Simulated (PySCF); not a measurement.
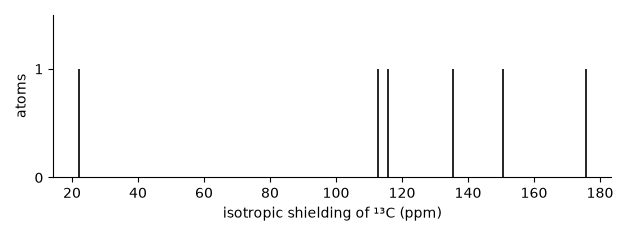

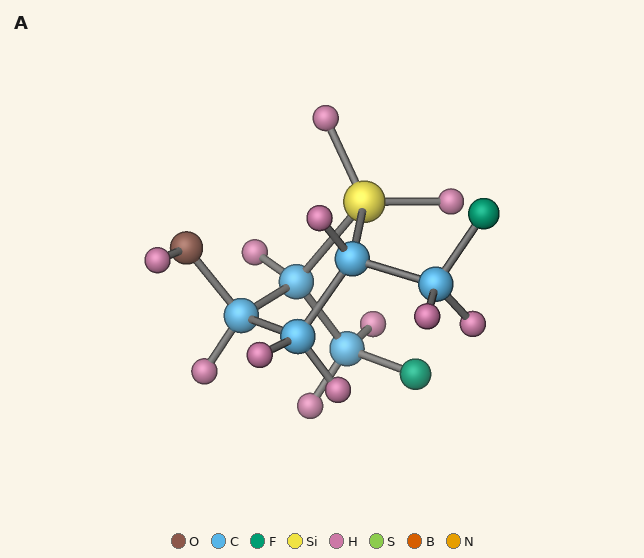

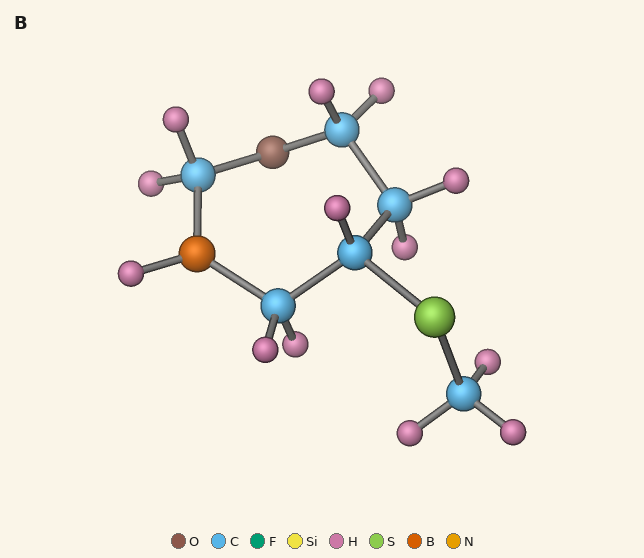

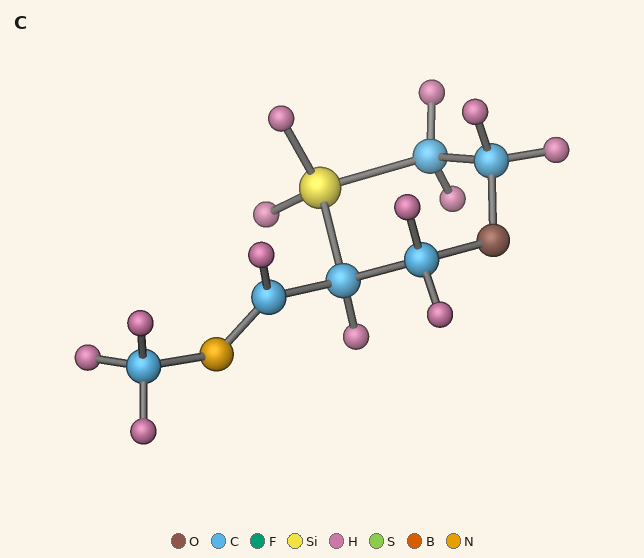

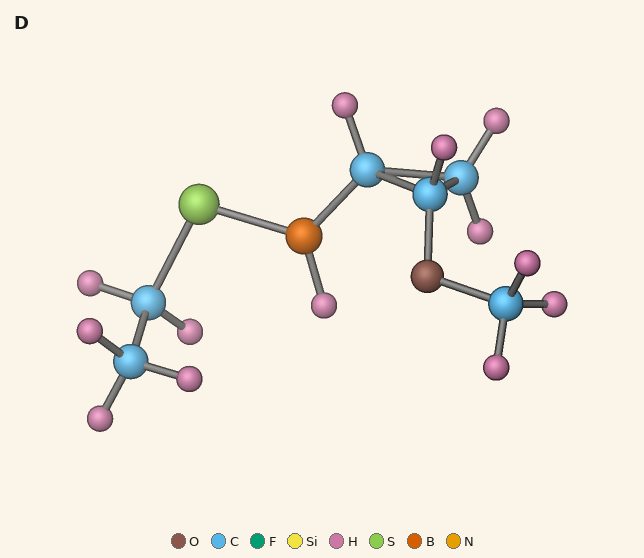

The sticks are computed shieldings of one of the molecules, for one fixed geometry (GFN2-xTB) without averaging over rotations. Low shielding means a high chemical shift. Method: GIAO PBE0/pcSseg-1 NMR shielding, non-relativistic, gas phase (PySCF 2.14.0).

Question: Which molecule gives this pattern?

Answer: C, `C/N=C/[C@@H]1COCC[SiH2]1`. Its 6 C atoms give lines at 22.0, 112.7, 115.7, 135.5, 150.7, 175.7 ppm.

The geometry is semi-empirical. Around B, Si such bond lengths and angles can be off by a tenth of an ångström or more and by several degrees, and values that hang on the shape move with them.
